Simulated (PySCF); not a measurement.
System: C$_{3}$H$_{9}$Ga.

```xyz
13

C    -1.2862    1.4666    0.1244
Ga    0.0046   -0.0300    0.0887
C     1.9206    0.3758    0.3512
C    -0.6310   -1.8743   -0.2170
H    -1.0890    2.1552   -0.7145
H    -1.1664    2.0586    1.0468
H    -2.3330    1.1359    0.0569
H     2.2415    1.1975   -0.3094
H     2.5718   -0.4925    0.1726
H     2.0890    0.7199    1.3859
H    -0.9708   -1.9759   -1.2622
H     0.1455   -2.6324   -0.0385
H    -1.5020   -2.1021    0.4185
```

Geometry: PBE0-D3(BJ)/def2-SVP.

Method: PySCF 2.14.0, PBE0/def2-SVPD, SCF density, gas phase.

Question: What will maps of the electron density and electron localisation function show?

Answer: C–Ga (1.97 Å): the density is about 0.78 e/Å³ at the midpoint; the ELF peaks at about 0.90 in the valence shell of C, 0.7 Å from its nucleus, and is about 0.60 at the midpoint.
C–H (1.10 Å): ρ at the midpoint is about 1.9 e/Å³; the ELF climbs to about 1 towards the hydrogen, as it does in any bond to H (an ordinary covalent bond to hydrogen).

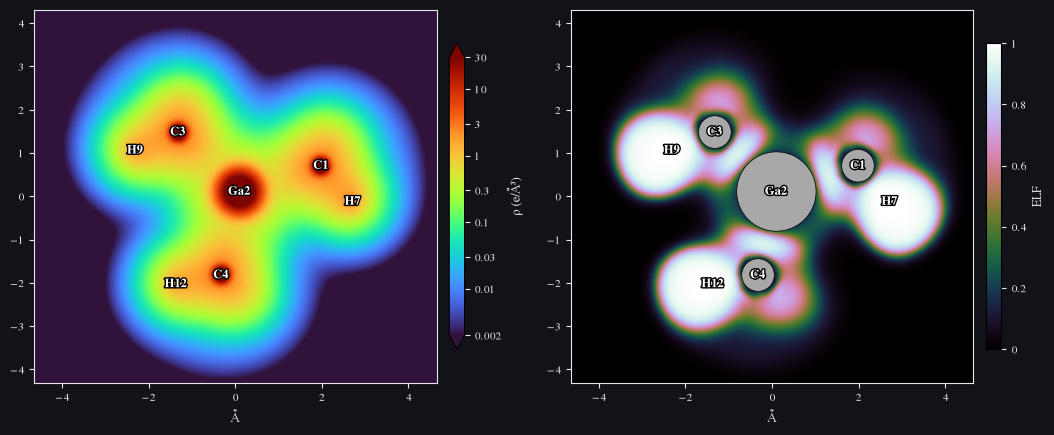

Computed electron density and electron localisation function on the plane of atoms C3, Ga2 and C4, in this order. Grey discs cover the atomic cores in the ELF map. 
